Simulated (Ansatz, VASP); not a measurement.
# KBr: VASP beside Ansatz, part 2 of 2

One calculation is typed for both programs; each brings its own data sets. How far apart do they land? The cell is taken from a series of VASP runs on this material, whose earlier steps may have relaxed, scaled or displaced it; both programs get it as it stands. Valence electrons are named where the data sets of a main pair hold unlike numbers.

VASP 6.6.1 and Ansatz 0.2.0.

So far. Step 2 (VASP: band structure, HSE06): The k-mesh is coarse for exact exchange; levels may shift by about 0.1 eV on a finer one. The PAW data sets were made with PBE, which is usual practice but a small mismatch for other functionals.

## (4) Comparison

Known differences besides the potentials themselves: exact exchange at q = 0 is treated differently, which shows on coarse meshes; VASP keeps PBE cores, Ansatz makes them for the functional; the cutoff is 420 eV in Ansatz and 350 eV in VASP; VASP takes a coarser grid for exact exchange (PRECFOCK = Fast). Total energies have different zeros and are not compared.

The two programs side by side:

```csv
quantity,Ansatz,VASP,difference
gap over the path points (eV),5.645,5.640,+0.005
```

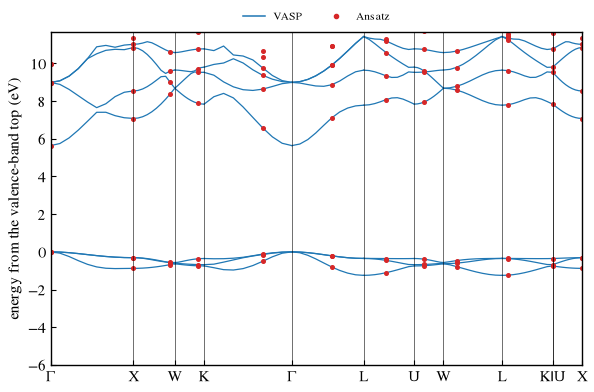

Bands from VASP (lines) and levels from Ansatz (dots). Dots without a line are higher empty bands that the VASP plot leaves out.

Levels at points of the path, from each program's valence-band top (eV; 3 filled, then empty):

```csv
k (reciprocal lattice),Ansatz,VASP
0.000 0.000 0.000,0.00 0.00 0.00 5.64 8.99 8.99,0.00 0.00 0.00 5.64 9.00 9.00
0.500 0.000 0.500,-0.88 -0.31 -0.31 7.07 8.54 10.84,-0.88 -0.31 -0.31 7.08 8.54 10.84
0.500 0.222 0.722,-0.68 -0.58 -0.56 8.38 8.99 9.59,-0.68 -0.58 -0.56 8.38 9.00 9.60
0.403 0.347 0.750,-0.74 -0.68 -0.37 7.88 9.53 9.70,-0.74 -0.68 -0.37 7.89 9.54 9.71
0.125 0.125 0.250,-0.51 -0.14 -0.12 6.59 8.63 9.37,-0.50 -0.14 -0.12 6.59 8.64 9.38
0.278 0.278 0.278,-0.80 -0.21 -0.21 7.11 8.86 9.90,-0.80 -0.21 -0.21 7.11 8.87 9.91
0.556 0.389 0.556,-1.11 -0.45 -0.36 8.08 9.34 10.57,-1.11 -0.45 -0.36 8.08 9.34 10.58
0.583 0.250 0.667,-0.73 -0.67 -0.39 7.94 9.54 9.60,-0.73 -0.67 -0.39 7.95 9.55 9.60
0.500 0.306 0.694,-0.78 -0.60 -0.47 8.59 8.78 9.78,-0.78 -0.60 -0.47 8.59 8.79 9.79
0.486 0.486 0.528,-1.24 -0.36 -0.35 7.81 9.62 11.27,-1.24 -0.36 -0.35 7.81 9.62 11.28
```

Among the levels compared at these points, filled levels agree within 3 meV and empty ones within 9 meV.

## (5) VASP: band structure, HSE06, spin-orbit coupling

The same path points are solved in both programs, so levels can be compared one by one.

The run reads the wave functions of an earlier VASP run, which isn't shown here.

The input, INCAR:

```
SYSTEM = KBr
PREC = Accurate
ENCUT = 350
EDIFF = 1E-06
NELM = 100
ISMEAR = 0
SIGMA = 0.03
LREAL = .FALSE.
ALGO = Normal
LHFCALC = .TRUE.
AEXX = 0.25
GGA = PE
HFSCREEN = 0.2
LASPH = .TRUE.
LNONCOLLINEAR = .TRUE.
MAGMOM = 0 0 0 0 0 0
NBANDS = 28
GGA_COMPAT = .FALSE.
LSORBIT = .TRUE.
PRECFOCK = Fast
LORBIT = 11
LWAVE = .FALSE.
LCHARG = .FALSE.
KPAR = 4
```

The input, POSCAR:

```
KBr
1.0
    0.0000000000      3.2923500000      3.2923500000
    3.2923500000      0.0000000000      3.2923500000
    3.2923500000      3.2923500000      0.0000000000
Br K
1 1
Direct
    0.5000000000      0.5000000000      0.5000000000
    0.0000000000      0.0000000000      0.0000000000
```

The input, KPOINTS:

```
Automatic mesh
0
Gamma
4 4 4
0 0 0
```

The input, KPOINTS_OPT:

```
Line mode
10
Line-mode
Reciprocal
  0.00000000   0.00000000   0.00000000 GAMMA
  0.50000000   0.00000000   0.50000000 X

  0.50000000   0.00000000   0.50000000 X
  0.50000000   0.25000000   0.75000000 W

  0.50000000   0.25000000   0.75000000 W
  0.37500000   0.37500000   0.75000000 K

  0.37500000   0.37500000   0.75000000 K
  0.00000000   0.00000000   0.00000000 GAMMA

  0.00000000   0.00000000   0.00000000 GAMMA
  0.50000000   0.50000000   0.50000000 L

  0.50000000   0.50000000   0.50000000 L
  0.62500000   0.25000000   0.62500000 U

  0.62500000   0.25000000   0.62500000 U
  0.50000000   0.25000000   0.75000000 W

  0.50000000   0.25000000   0.75000000 W
  0.50000000   0.50000000   0.50000000 L

  0.50000000   0.50000000   0.50000000 L
  0.37500000   0.37500000   0.75000000 K

  0.62500000   0.25000000   0.62500000 U
  0.50000000   0.00000000   0.50000000 X
```

PAW data sets: Br and K_sv (PBE family, release 64).

On the command line:

```bash
$ mpirun -np 4 vasp_ncl
```

Numbers of over 12 decimals in the logs are rounded to 6 here.

What it wrote:

```text
[... set-up lines as in an earlier step ...]
 entering main loop
       N       E                     dE             d eps       ncg     rms          rms(c)
DAV:   1    -0.720739675399E+01   -0.72074E+01   -0.61726E-01   476   0.746E+00    0.211E+00
DAV:   2    -0.721363102184E+01   -0.62343E-02   -0.24514E-02   576   0.974E-01    0.146E+00
DAV:   3    -0.721129111836E+01    0.23399E-02   -0.17543E-03   536   0.281E-01    0.900E-01
DAV:   4    -0.721078619476E+01    0.50492E-03   -0.79779E-04   512   0.171E-01    0.550E-01
[...]
DAV:   9    -0.721068915645E+01   -0.23731E-05   -0.18954E-06   504   0.105E-02    0.425E-02
DAV:  10    -0.721069071189E+01   -0.15554E-05   -0.90839E-07   428   0.713E-03    0.253E-02
DAV:  11    -0.721069160988E+01   -0.89799E-06   -0.45093E-07   356   0.523E-03
   1 F= -.72106916E+01 E0= -.72106916E+01  d E =-.166137E-33  mag=    -0.0000    -0.0000    -0.0000
 Start KPOINTS_OPT (optional k-point list driver)
k-point batch [1-8\100]
       N       E                     dE             ncg
DAV:   1    -0.714888882152E+03   -0.16704E+04      448
DAV:   2    -0.153453704113E+04   -0.81965E+03      528
DAV:   3    -0.161470567238E+04   -0.80169E+02      680
DAV:   4    -0.161700938668E+04   -0.23037E+01      608
DAV:   5    -0.161707391988E+04   -0.64533E-01      616
DAV:   6    -0.161707524680E+04   -0.13269E-02      620
DAV:   7    -0.161707528103E+04   -0.34228E-04      592
DAV:   8    -0.161707528178E+04   -0.74986E-06      460
[...]
k-point batch [97-100\100]
       N       E                     dE             ncg
DAV:   1     0.114493140185E+04   -0.19607E+04      224
DAV:   2     0.774954594124E+03   -0.36998E+03      256
DAV:   3     0.740699447475E+03   -0.34255E+02      368
DAV:   4     0.739775329025E+03   -0.92412E+00      328
DAV:   5     0.739756941405E+03   -0.18388E-01      328
DAV:   6     0.739756648385E+03   -0.29302E-03      312
DAV:   7     0.739756641688E+03   -0.66970E-05      316
DAV:   8     0.739756641584E+03   -0.10432E-06      212
```

From OUTCAR (step 5):

```text
 POSITION                                       TOTAL-FORCE (eV/Angst)
 -----------------------------------------------------------------------------------
      3.29235      3.29235      3.29235         0.000000     -0.000000      0.000000
      0.00000      0.00000      0.00000        -0.000000      0.000000     -0.000000
 -----------------------------------------------------------------------------------
    total drift:                                0.000000      0.000000      0.000000

  FREE ENERGIE OF THE ION-ELECTRON SYSTEM (eV)
  ---------------------------------------------------
  free  energy   TOTEN  =        -7.2106916099 eV

  energy  without entropy=       -7.2106916099  energy(sigma->0) =       -7.21069161

 magnetization (x)
# of ion       s       p       d       tot
------------------------------------------
    1       -0.000   0.000  -0.000   0.000
    2       -0.000   0.000   0.000  -0.000
--------------------------------------------------
tot         -0.000   0.000  -0.000  -0.000

 magnetization (y)
# of ion       s       p       d       tot
------------------------------------------
    1       -0.000  -0.000  -0.000  -0.000
    2        0.000  -0.000  -0.000  -0.000
--------------------------------------------------
tot         -0.000  -0.000  -0.000  -0.000

 magnetization (z)
# of ion       s       p       d       tot
------------------------------------------
    1        0.000   0.000   0.000   0.000
    2       -0.000   0.000   0.000  -0.000
--------------------------------------------------
tot         -0.000   0.000   0.000  -0.000

[... 1 part as in an earlier step ...]

[... 2 further parts left out ...]
[key lines of the parts left out:]
E-fermi :  -2.1771
```

## (6) Ansatz: band structure, HSE06, spin-orbit coupling

The same cell, functional, mesh and smearing now go to Ansatz, which takes its cutoff from its data sets.

The cell is taken from a series of VASP runs on this material, whose earlier steps may have relaxed, scaled or displaced it; both programs get it as it stands.

The input, input.yaml:

```yaml
crystal:
  lattice:
    - [0.0, 3.29235, 3.29235]
    - [3.29235, 0.0, 3.29235]
    - [3.29235, 3.29235, 0.0]
  atoms:
    - { symbol: Br, position: [0.5, 0.5, 0.5] }
    - { symbol: K, position: [0.0, 0.0, 0.0] }
hamiltonian:
  xc: { exchange: pbe, correlation: pbe, exx: { coeff: 0.25, omega: 0.2 } }
  pseudopotentials: { kind: paw_fr }
magnetization:
  noncollinear: true
  spin_orbit: true
kpoints:
  mp_grid: { grid: [4, 4, 4] }
  band_path:
    path:
      - [0.0, 0.0, 0.0]
      - [0.5, 0.0, 0.5]
      - [0.5, 0.22222, 0.72222]
      - [0.40278, 0.34722, 0.75]
      - [0.125, 0.125, 0.25]
      - [0.27778, 0.27778, 0.27778]
      - [0.55556, 0.38889, 0.55556]
      - [0.58333, 0.25, 0.66667]
      - [0.5, 0.30556, 0.69444]
      - [0.48611, 0.48611, 0.52778]
      - [0.625, 0.25, 0.625]
      - [0.5, 0.0, 0.5]
    npoints: 1
scf:
  occupations: { method: gaussian, width: 0.03 }
  n_extra_bands: 14
output:
  forces: true
  stress: true
  eigenvalues: true
  write_density: true
  write_potential: true
  elf: true
  volumetric_format: npy
```

On the command line:

```bash
$ ansatz run input.yaml --threads 4 --pin off --max-ram 9216MiB --backend cpu --events-out ev --progress --plain --runs-dir out
```

What it wrote:

```text
[...]
non-collinear run that drives no moment, with spin-orbit: no starting moment large enough to seed its density (crystal.atoms[].spin), no starting occupations that ask for one, no magnetisation constraint and no magnetic field, so the semilocal B_xc is pinned to zero
Crystal: 2 atoms, lattice volume = 71.375 Å³
[...]
k-point 0: bands = [... 12 lower, 0.4148, 0.4148, 0.4148, 0.4148, 5.8874, 5.8874, 9.2322, 9.2322, ... 10 higher]
  k-point 1: bands = [... 12 lower, -0.0055, -0.0055, 0.2248, 0.2248, 7.1648, 7.1648, 9.0505, 9.0505, ... 10 higher]
  k-point 2: bands = [... 12 lower, -0.2245, -0.2245, 0.0485, 0.0485, 8.0262, 8.0262, 9.8837, 9.8837, ... 10 higher]
  k-point 7: bands = [... 12 lower, -0.2474, -0.2474, -0.1970, -0.1970, 8.8956, 8.8956, 8.9471, 8.9471, ... 10 higher]
[key lines of the parts left out:]
Magnetization: |M| = 0.0000 μB,  M = (+0.0000, +0.0000, +0.0000) μB
Free energy (F): -4326.598997 eV
Fermi energy:    3.151114 eV
P = ⅓ Tr σ = 0.5801 GPa (5.801 kbar)
```

Elapsed: 58 s, on 4 threads of AMD EPYC 7B13 (Zen 3), shared host; peak memory 1.2 GiB.

## (7) Side by side

What differs besides the data sets and the points named for the pairs above, as far as they apply: spin-orbit coupling enters by fully relativistic files in Ansatz and inside the spheres in VASP. Total energies have different zeros and are not compared.

Compared:

```csv
quantity,Ansatz,VASP,difference
gap over the path points (eV),5.473,5.471,+0.001
```

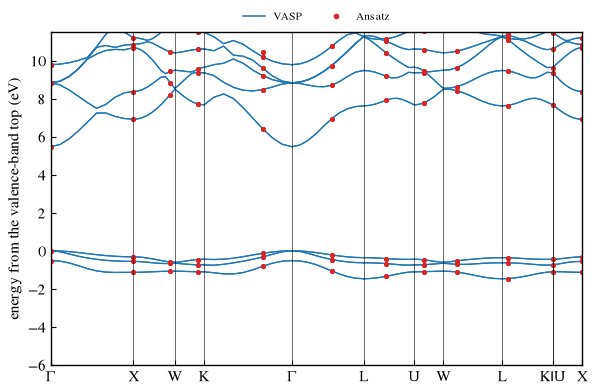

Bands from VASP (lines) and levels from Ansatz (dots). Dots without a line are higher empty bands that the VASP plot leaves out.

Levels at points of the path, from each program's valence-band top (eV; 6 filled, then empty):

```csv
k (reciprocal lattice),Ansatz,VASP
0.000 0.000 0.000,-0.53 -0.53 0.00 0.00 0.00 0.00 5.47 5.47 8.82 8.82 8.82 8.82,-0.52 -0.52 0.00 0.00 0.00 0.00 5.47 5.47 8.82 8.82 8.82 8.82
0.500 0.000 0.500,-1.14 -1.14 -0.56 -0.56 -0.32 -0.32 6.90 6.90 8.37 8.37 10.66 10.66,-1.13 -1.13 -0.56 -0.56 -0.32 -0.32 6.91 6.91 8.37 8.37 10.68 10.68
0.500 0.222 0.722,-1.09 -1.09 -0.67 -0.67 -0.59 -0.59 8.21 8.21 8.82 8.82 9.42 9.42,-1.08 -1.08 -0.67 -0.67 -0.59 -0.59 8.21 8.21 8.83 8.83 9.43 9.43
0.403 0.347 0.750,-1.11 -1.11 -0.74 -0.74 -0.46 -0.46 7.71 7.71 9.35 9.35 9.54 9.54,-1.10 -1.10 -0.74 -0.74 -0.46 -0.46 7.72 7.72 9.36 9.36 9.55 9.55
0.125 0.125 0.250,-0.83 -0.83 -0.33 -0.33 -0.14 -0.14 6.42 6.42 8.46 8.46 9.20 9.20,-0.82 -0.82 -0.33 -0.33 -0.14 -0.14 6.42 6.42 8.47 8.47 9.20 9.20
0.278 0.278 0.278,-1.07 -1.07 -0.47 -0.47 -0.22 -0.22 6.94 6.94 8.69 8.69 9.73 9.73,-1.06 -1.06 -0.46 -0.46 -0.22 -0.22 6.94 6.94 8.70 8.70 9.74 9.74
0.556 0.389 0.556,-1.35 -1.35 -0.68 -0.68 -0.42 -0.42 7.91 7.91 9.16 9.16 10.40 10.40,-1.35 -1.35 -0.68 -0.68 -0.41 -0.41 7.91 7.91 9.17 9.17 10.41 10.41
0.583 0.250 0.667,-1.11 -1.11 -0.73 -0.73 -0.48 -0.48 7.77 7.77 9.36 9.36 9.44 9.44,-1.10 -1.10 -0.73 -0.73 -0.48 -0.48 7.78 7.78 9.37 9.37 9.45 9.45
0.500 0.306 0.694,-1.13 -1.13 -0.71 -0.71 -0.54 -0.54 8.41 8.41 8.61 8.61 9.61 9.61,-1.12 -1.12 -0.71 -0.71 -0.53 -0.53 8.42 8.42 8.62 8.62 9.62 9.62
0.486 0.486 0.528,-1.47 -1.47 -0.64 -0.64 -0.37 -0.37 7.63 7.63 9.45 9.45 11.09 11.09,-1.46 -1.46 -0.64 -0.64 -0.37 -0.37 7.64 7.64 9.45 9.45 11.10 11.10
```

Among the levels compared at these points, filled levels agree within 9 meV and empty ones within 12 meV.

## (8) What came out

```yaml
largest_difference_of_a_filled_level_at_the_path_points_band_structure_hse06: 2.7 meV
largest_difference_of_a_filled_level_at_the_path_points_band_structure_hse06_spin_orbit_coupling: 9.2 meV
```

The largest difference of a filled level at the path points is 9.2 meV (band structure, HSE06, spin-orbit coupling), within the 80 meV picked in this series as the mark of a large difference. How closely two codes agree says nothing of how well the functional describes the real material.

[Lines on the potential files, build, host, timing and source positions are cut from VASP's logs without a mark.]

[Logs are printed without paths, hosts, clocks, repeated set-up lines and the standing remarks that a program may print on its own settings, such as how far it seeks lower states.]

[Hosts, paths, dates, database ids (printed as entryN), source tags and the programs' standing remarks are cut or masked in the printed files.]
